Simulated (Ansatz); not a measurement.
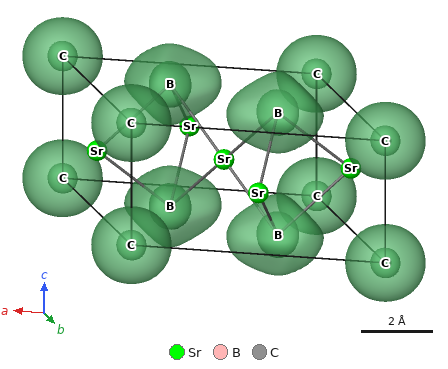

Figure. Sr$_{3}$B$_{2}$C. Isosurface of the electron localisation function at 0.7 (green), seen at an oblique angle. Only the valence region is drawn (cores and ρ < 0.01 e/Å³ removed). Sticks mark near contacts.

Space group P6/mmm; a structure generated by program, which may or may not match a known phase.

These are results of Ansatz, DFT PBE, scalar-relativistic, plane waves, PAW, not measurements.

Core electrons are frozen (PAW), and the valence fields are smoothed inside the atomic spheres.

```
Sr B C
1.0
     7.46459    0.00000    0.00000
    -3.73229    6.46452    0.00000
     0.00000    0.00000    3.59976
Sr B C
3 2 1
Direct
  0.50000 0.00000 0.50000
  0.50000 0.50000 0.50000
  0.00000 0.50000 0.50000
  0.33333 0.66667 0.00000
  0.66667 0.33333 0.00000
  0.00000 0.00000 0.00000
```

Q: Describe the localisation domains.

A: The surface consists of two regions wrapped around B (the valence shell of each) and one region wrapped around C (its valence shell), counted in one cell of 6 atoms. Any copies at cell faces, edges or corners count once. Along the contacts the grid gives the following. Sr–B (2.81 Å): the ELF peaks at about 0.80 in the valence shell of B, 0.8 Å from its nucleus, and drops to about 0.15 between the two atoms. C–C (3.60 Å): the ELF is about 0.15 at the midpoint (no localised pair shows between them).
